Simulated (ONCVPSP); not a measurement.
**Run report: Sm, pseudopotential generation**

Samarium (Sm, Z = 62), core [Kr], reference valence 4d10 4f5.5 5s2 5p6 5d0.5 6s2, valence charge 26. Computed at this level: ONCV potential, PBE, scalar-relativistic, made with ONCVPSP 4.0.1.

### Input
```
# ATOM AND REFERENCE CONFIGURATION
# atsym  z   nc   nv     iexc    psfile
  Sm 62.00    8    6        4      upf
#
#   n    l    f
    1    0    2.00
    2    0    2.00
    2    1    6.00
    3    0    2.00
    3    1    6.00
    3    2   10.00
    4    0    2.00
    4    1    6.00
    4    2   10.00
    4    3    5.50
    5    0    2.00
    5    1    6.00
    5    2    0.50
    6    0    2.00
#
# PSEUDOPOTENTIAL AND OPTIMIZATION
# lmax
    3
#
#   l,   rc,      ep,       ncon, nbas, qcut
    0    2.55    0.00    5    9    5.80
    1    2.55    0.00    4    8    6.00
    2    0.90    0.00    4    9   20.60
    3    1.10    0.00    4    9   18.00
#
# LOCAL POTENTIAL
# lloc, lpopt,  rc(5),   dvloc0
    4    5    0.75    0.00
#
# VANDERBILT-KLEINMAN-BYLANDER PROJECTORs
# l, nproj, debl
    0    2    1.00
    1    2    2.80
    2    2    0.50
    3    2    3.70
#
# MODEL CORE CHARGE
# icmod, fcfact, rcfact
    0    0.00    0.00
#
# LOG DERIVATIVE ANALYSIS
# epsh1, epsh2, depsh
   -6.00    5.00    0.04
#
# OUTPUT GRID
# rlmax, drl
    6.00    0.01
#
# TEST CONFIGURATIONS
# ncnf
    4
# nvcnf
#   n    l    f
    6
    4    2   10.00
    4    3    6.00
    5    0    2.00
    5    1    6.00
    5    2    0.00
    6    0    2.00
#
    6
    4    2   10.00
    4    3    6.00
    5    0    2.00
    5    1    6.00
    5    2    0.00
    6    0    1.00
#
    6
    4    2   10.00
    4    3    6.00
    5    0    2.00
    5    1    6.00
    5    2    0.00
    6    0    0.00
#
    6
    4    2   10.00
    4    3    5.00
    5    0    2.00
    5    1    6.00
    5    2    1.00
    6    0    2.00
#
```

Hardware: 1 CPU thread, shared host.

Command:
```bash
oncvpsp.x < Sm.dat > Sm.out
```

### Log (extracts)
```
ONCVPSP  (Optimized Norm-Conservinng Vanderbilt PSeudopotential)
scalar-relativistic version 4.0.1

#   n    l    f        energy (Ha)
    1    0    2.00    -1.7155747E+03
    2    0    2.00    -2.8043850E+02
    2    1    6.00    -2.5015645E+02
    3    0    2.00    -6.1547793E+01
    3    1    6.00    -5.2083088E+01
    3    2   10.00    -3.9275544E+01
    4    0    2.00    -1.2327669E+01
    4    1    6.00    -9.2154905E+00
    4    2   10.00    -4.8498381E+00
    4    3    5.50    -1.8678337E-01
    5    0    2.00    -1.6531074E+00
    5    1    6.00    -9.0473142E-01
    5    2    0.50    -8.1405976E-02
    6    0    2.00    -1.4010970E-01

Reference configufation results
  iterations    39
  all-electron total energy (Ha)   -1.04271787D+04

Begin loop to  construct optimized pseudo wave functions
and semi-local pseudopoentials for all angular momenta

Calculating optimized projector #   1

 for l=   0

    Fraction of norm inside rc  0.981058
    Optimizing pswf for qcut=   5.80 a_B^-1,  ecut=  16.80 Ha
    Residual kinetic energy error=  4.53D-07 Ha

    Energy error per electron        Cutoff
         Ha          eV             Ha
         0.01000     0.27211        7.84
         0.00100     0.02721       10.72
         0.00010     0.00272       12.98
         0.00001     0.00027       14.67

Calculating optimized projector #   2

 for l=   0

    Fraction of norm inside rc  0.101861
    Optimizing pswf for qcut=   5.80 a_B^-1,  ecut=  16.80 Ha
    Residual kinetic energy error=  4.41D-07 Ha

    Energy error per electron        Cutoff
         Ha          eV             Ha
         0.01000     0.27211        4.87
         0.00100     0.02721        9.47
         0.00010     0.00272       12.30
         0.00001     0.00027       14.33

   Wellstate for l =  1  n =  8
     eigenvalue =   1.8953
     asymptotic potential =   2.3953
     half-point radius =  5.2419

Calculating optimized projector #   1

 for l=   1

    Fraction of norm inside rc  0.929676
    Optimizing pswf for qcut=   5.99 a_B^-1,  ecut=  17.96 Ha
    Residual kinetic energy error=  1.65D-08 Ha

    Energy error per electron        Cutoff
         Ha          eV             Ha
         0.01000     0.27211        4.78
         0.00100     0.02721        6.31
         0.00010     0.00272        7.85
         0.00001     0.00027       12.84

Calculating optimized projector #   2

 for l=   1

    Fraction of norm inside rc  0.157559
    Optimizing pswf for qcut=   5.99 a_B^-1,  ecut=  17.96 Ha
    Residual kinetic energy error=  8.48D-07 Ha

    Energy error per electron        Cutoff
         Ha          eV             Ha
         0.01000     0.27211        5.11
         0.00100     0.02721        8.65
         0.00010     0.00272       13.56
         0.00001     0.00027       15.84

Calculating optimized projector #   1

 for l=   2

    Fraction of norm inside rc  0.830860
    Optimizing pswf for qcut=  20.61 a_B^-1,  ecut= 212.35 Ha
    Residual kinetic energy error=  1.41D-08 Ha

    Energy error per electron        Cutoff
         Ha          eV             Ha
         0.01000     0.27211       86.98
         0.00100     0.02721      109.77
         0.00010     0.00272      131.96
         0.00001     0.00027      152.23

Calculating optimized projector #   2

 for l=   2

    Fraction of norm inside rc  0.020406
    Optimizing pswf for qcut=  20.61 a_B^-1,  ecut= 212.35 Ha
    Residual kinetic energy error=  4.14D-10 Ha

    Energy error per electron        Cutoff
         Ha          eV             Ha
         0.01000     0.27211       59.88
         0.00100     0.02721       84.13
         0.00010     0.00272      107.16
         0.00001     0.00027      130.05

   Wellstate for l =  3  n =  6
     eigenvalue =   3.5132
     asymptotic potential =   4.0132
     half-point radius =  2.7389

Calculating optimized projector #   1

 for l=   3

    Fraction of norm inside rc  0.701983
    Optimizing pswf for qcut=  17.99 a_B^-1,  ecut= 161.86 Ha
    Residual kinetic energy error=  5.24D-06 Ha

    Energy error per electron        Cutoff
         Ha          eV             Ha
         0.01000     0.27211      101.78
         0.00100     0.02721      118.44
         0.00010     0.00272      132.16
         0.00001     0.00027      145.71

Calculating optimized projector #   2

 for l=   3

    Fraction of norm inside rc  0.065134
    Optimizing pswf for qcut=  17.99 a_B^-1,  ecut= 161.86 Ha
    Residual kinetic energy error=  1.87D-07 Ha

    Energy error per electron        Cutoff
         Ha          eV             Ha
         0.01000     0.27211       98.14
         0.00100     0.02721      117.85
         0.00010     0.00272      133.34
         0.00001     0.00027      145.43

Construct Vanderbilt / Kleinmman-Bylander projectors

B matrix Hermiticity error, ll=   0
   1   2    1.1201E-04

  Orthonormal projector coefficients  2.0310E+01  9.9537E-01

B matrix Hermiticity error, ll=   1
   1   2    2.1784E-04

  Orthonormal projector coefficients  1.4716E+01  8.2388E-01

B matrix Hermiticity error, ll=   2
   1   2    8.8853E-04

  Orthonormal projector coefficients  4.0728E+00  7.3346E-01

B matrix Hermiticity error, ll=   3
   1   2   -6.9026E-04

  Orthonormal projector coefficients -1.3918E+01 -4.5682E+00

Pseudoatom total energy -318.006017

Diagnostic tests using Vanderbilt-Kleinman-Bylander pseudopotentials
  1 or more projectors used as specified by nproj input data

   l    rcore       rmatch      e in        delta e   norm test  slope test

   0   2.5650833   2.6429648  -1.6531074   0.0000008   1.0001245   1.0001134
   0   2.5650833   2.6429648  -0.1401097   0.0000006   1.0000162   1.0000129

   1   2.5650833   2.6429648  -0.9047314   0.0000001   1.0000850   1.0000856
   1   2.5650833   2.6429648   1.8952686   0.0000137   1.0001203   1.0001203

   2   0.9004402   0.9277795  -4.8498381   0.0000562   1.0004107   1.0005054
   2   0.9004402   0.9277795  -0.0814060   0.0000522   1.0005762   1.0004359

   3   1.1035352   1.1370409  -0.1867834   0.0000277   1.0002315   1.0001740
   3   1.1035352   1.1370409   3.5132166   0.0001482   1.0005542   1.0005542

 Testing for bound ghosts
   n   l    E NL Schr. Eq   E Basis Diag.   E Cutoff

       0                      -19.000164     53.47  WARNING - GHOST(-)
   1   0       -1.653107       -1.653090     53.47
   2   0       -0.140109       -0.127942     53.47

       1                       -5.805717     46.26  WARNING - GHOST(-)
   2   1       -0.904731       -0.904720     46.26

   3   2       -4.849782       -4.849692    547.94
   4   2       -0.081354        0.494233    547.94

   4   3       -0.186756       -0.177705    405.14

 Testing for highly-localized positive-energy ghosts
       l    <radius>/rc     E Basis Diag.   E Cutoff

Test configuration 0

   n   l     f        eae           eps        diff
   1   0  2.0000-1715.57469227
   2   0  2.0000 -280.43849667
   2   1  6.0000 -250.15645241
   3   0  2.0000  -61.54779255
   3   1  6.0000  -52.08308815
   3   2 10.0000  -39.27554444
   4   0  2.0000  -12.32766909
   4   1  6.0000   -9.21549048
   4   2 10.0000   -4.84983806   -4.84978184    5.62D-05
   4   3  5.5000   -0.18678337   -0.18675564    2.77D-05
   5   0  2.0000   -1.65310742   -1.65310667    7.51D-07
   5   1  6.0000   -0.90473142   -0.90473134    8.35D-08
   5   2  0.5000   -0.08140598   -0.08135373    5.22D-05
   6   0  2.0000   -0.14010970   -0.14010915    5.53D-07

    Total energies and differences
      AE_ref= -1.04271787D+04  AE_tst= -1.04271787D+04  dif=  0.00D+00
      PS_ref= -3.18006017D+02  PS_tst= -3.18006017D+02  dif= -4.32D-12
      PSP excitation error=  4.32D-12

Test configuration 1

   n   l     f        eae           eps        diff
   1   0  2.0000-1715.46762353
   2   0  2.0000 -280.32244389
   2   1  6.0000 -250.04180156
   3   0  2.0000  -61.41751863
   3   1  6.0000  -51.95310750
   3   2 10.0000  -39.14693041
   4   0  2.0000  -12.20393379
   4   1  6.0000   -9.09434452
   4   2 10.0000   -4.73328547   -4.73431290   -1.03D-03
   4   3  6.0000   -0.09079766   -0.09290263   -2.10D-03
   5   0  2.0000   -1.59012970   -1.58758293    2.55D-03
   5   1  6.0000   -0.85372802   -0.85295841    7.70D-04
   6   0  2.0000   -0.13165857   -0.13154059    1.18D-04

    Total energies and differences
      AE_ref= -1.04271787D+04  AE_tst= -1.04272129D+04  dif= -3.42D-02
      PS_ref= -3.18006017D+02  PS_tst= -3.18039723D+02  dif= -3.37D-02
      PSP excitation error= -4.88D-04

Test configuration 2

   n   l     f        eae           eps        diff
   1   0  2.0000-1715.69265027
   2   0  2.0000 -280.54641740
   2   1  6.0000 -250.26591264
   3   0  2.0000  -61.64014715
   3   1  6.0000  -52.17576397
   3   2 10.0000  -39.36971079
   4   0  2.0000  -12.42706189
   4   1  6.0000   -9.31766422
   4   2 10.0000   -4.95690466   -4.95826039   -1.36D-03
   4   3  6.0000   -0.31476968   -0.31716988   -2.40D-03
   5   0  2.0000   -1.81649468   -1.81376774    2.73D-03
   5   1  6.0000   -1.07952524   -1.07861705    9.08D-04
   6   0  1.0000   -0.30941415   -0.30917108    2.43D-04

    Total energies and differences
      AE_ref= -1.04271787D+04  AE_tst= -1.04269940D+04  dif=  1.85D-01
      PS_ref= -3.18006017D+02  PS_tst= -3.17821266D+02  dif=  1.85D-01
      PSP excitation error=  1.89D-05

Test configuration 3

   n   l     f        eae           eps        diff
   1   0  2.0000-1715.95786761
   2   0  2.0000 -280.80988781
   2   1  6.0000 -250.52957424
   3   0  2.0000  -61.90160557
   3   1  6.0000  -52.43726111
   3   2 10.0000  -39.63139218
   4   0  2.0000  -12.68914966
   4   1  6.0000   -9.58000331
   4   2 10.0000   -5.21961853   -5.22156778   -1.95D-03
   4   3  6.0000   -0.57733945   -0.58022857   -2.89D-03
   5   0  2.0000   -2.08170370   -2.07874835    2.96D-03
   5   1  6.0000   -1.34253373   -1.34142146    1.11D-03

    Total energies and differences
      AE_ref= -1.04271787D+04  AE_tst= -1.04265864D+04  dif=  5.92D-01
      PS_ref= -3.18006017D+02  PS_tst= -3.17413938D+02  dif=  5.92D-01
      PSP excitation error=  2.41D-04

Test configuration 4

   n   l     f        eae           eps        diff
   1   0  2.0000-1715.69330056
   2   0  2.0000 -280.56758622
   2   1  6.0000 -250.28385115
   3   0  2.0000  -61.69398661
   3   1  6.0000  -52.22892103
   3   2 10.0000  -39.41974376
   4   0  2.0000  -12.46439846
   4   1  6.0000   -9.34895176
   4   2 10.0000   -4.97762645   -4.97517170    2.45D-03
   4   3  5.0000   -0.29255221   -0.28884238    3.71D-03
   5   0  2.0000   -1.71680956   -1.71959913   -2.79D-03
   5   1  6.0000   -0.95536575   -0.95593850   -5.73D-04
   5   2  1.0000   -0.10073135   -0.10045419    2.77D-04
   6   0  2.0000   -0.14681279   -0.14694646   -1.34D-04

    Total energies and differences
      AE_ref= -1.04271787D+04  AE_tst= -1.04271040D+04  dif=  7.47D-02
      PS_ref= -3.18006017D+02  PS_tst= -3.17932880D+02  dif=  7.31D-02
      PSP excitation error=  1.58D-03
```

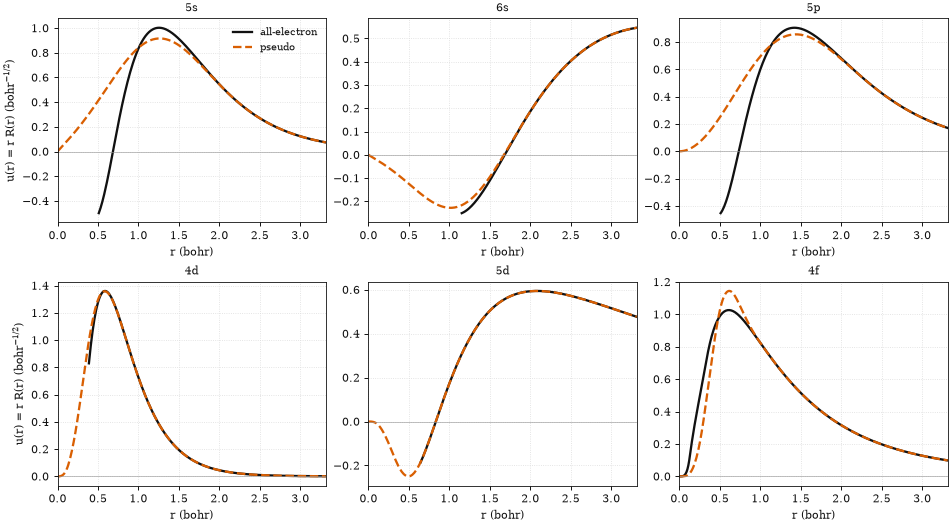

**Figure 1.** Pseudo-waves (dashed) against the all-electron radial functions (solid). The innermost oscillations of some all-electron curves aren't drawn. Reference configuration 4d10 4f5.5 5s2 5p6 5d0.5 6s2.

- Matching radii: 5s at 2.55 bohr; 6s at 2.55 bohr; 5p at 2.55 bohr; 4d at 0.90 bohr; 5d at 0.90 bohr; 4f at 1.10 bohr. The curves merge smoothly, so the plot gives these only roughly.
- Nodes of the pseudo-waves: 5s has no node; 6s has a node at about 1.7 bohr; 5p has no node; 4d has no node; 5d has a node at about 0.8 bohr; 4f has no node. A node in 6s and 5d is expected, since a lower shell of the same l is also in the valence and the two must stay orthogonal.
- Cutoffs needed: 118 Ha (loose) and 132 Ha (tight), as the cutoffs at which the residual kinetic energy of the hardest occupied pseudo-wave falls to 1 and 0.1 mHa per electron. The potential isn't sound: its ghost test gives GHOST(-) flagged for s at -517.0 eV, p at -158.0 eV; no localised positive-energy state flagged.

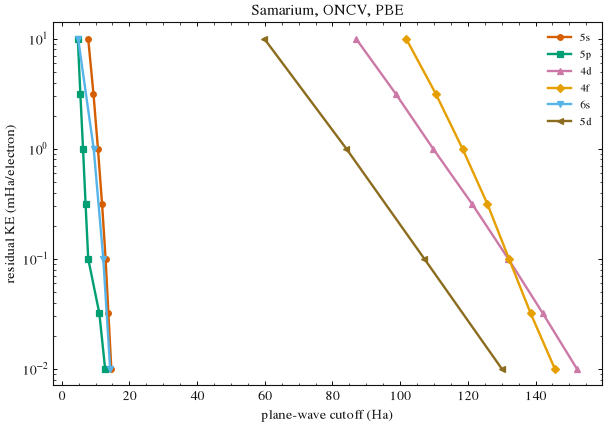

**Figure 2.** Residual kinetic energy of the pseudo-waves (the first of each channel, and further valence shells) beyond the plane-wave cutoff, as the generator prints it.

- Cutoffs for 1 mHa per electron: 4f: 118 Ha; 4d: 110 Ha; 5d: 84 Ha; 5s: 11 Ha; 6s: 9.5 Ha; 5p: 6.3 Ha.
- Cutoffs for the occupied states: 118 Ha for 1 mHa and 132 Ha for 0.1 mHa per electron. The first is set by 4f.

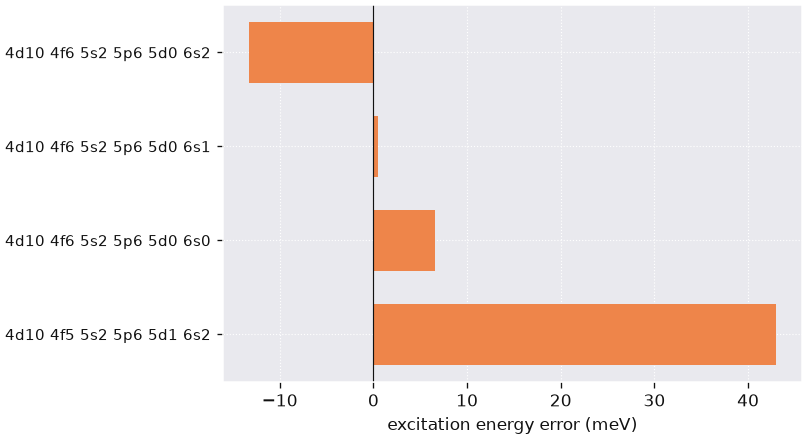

**Figure 3.** Errors, all-electron minus pseudo, of the energies of valence configurations relative to the unpolarised reference 4d10 4f5.5 5s2 5p6 5d0.5 6s2.

- Worst configuration: 4d10 4f5 5s2 5p6 5d1 6s2 (neutral): the error is +43 meV on an all-electron energy of +2.03 eV relative to the reference, or 2.1 %.
- Configurations within 10 meV and within 50 meV: 2 and 4 of 4.
- Errors in meV: 4d10 4f6 5s2 5p6 5d0 6s2: -13; 4d10 4f6 5s2 5p6 5d0 6s1: +0.5; 4d10 4f6 5s2 5p6 5d0 6s0: +6.6; 4d10 4f5 5s2 5p6 5d1 6s2: +43.

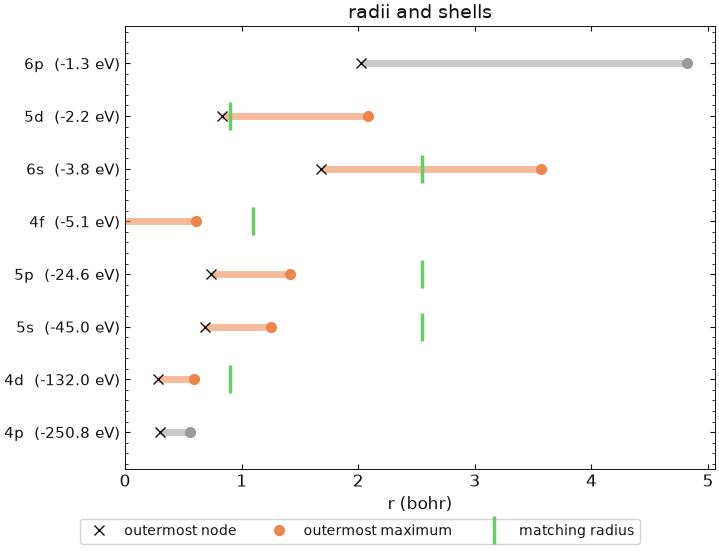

**Figure 4.** Outer shells of the all-electron reference atom: each bar runs from the outermost node (or the nucleus) to the outermost maximum of u(r); the tick is the radius chosen for the pseudo-wave. Shells without a tick have no pseudo-wave of their own. Levels, nodes and maxima are from ld1.x, scalar-relativistic.

- Radii against the shells: 4d: 0.90 bohr, outside the maximum; 5s: 2.55 bohr, outside the maximum; 5p: 2.55 bohr, outside the maximum; 4f: 1.10 bohr, outside the maximum; 6s: 2.55 bohr, between node and maximum; 5d: 0.90 bohr, between node and maximum.

### Summary

- outcome: generated, with a ghost state
- cutoffs needed: 118 Ha and 132 Ha (the cutoffs at which the residual kinetic energy of the hardest occupied pseudo-wave falls to 1 and 0.1 mHa per electron)
- ghost test: GHOST(-) flagged for s at -517.0 eV, p at -158.0 eV; no localised positive-energy state flagged
- largest excitation error: +43 meV (all-electron minus pseudo) for 4d10 4f5 5s2 5p6 5d1 6s2, out of 4 test configurations
- range over which the phases arctan(r R′/R) at the test radius agree within 0.05 rad (a looser test near the poles than one of phase shifts): s: up to about 3.0 Ha; d: over the whole range computed; f: over the whole range computed; p: not judged, the stored energies step over a narrow level
- wall time: 7.3 s

### Remarks

The potential has a bound ghost state, so it can't be used as it stands.
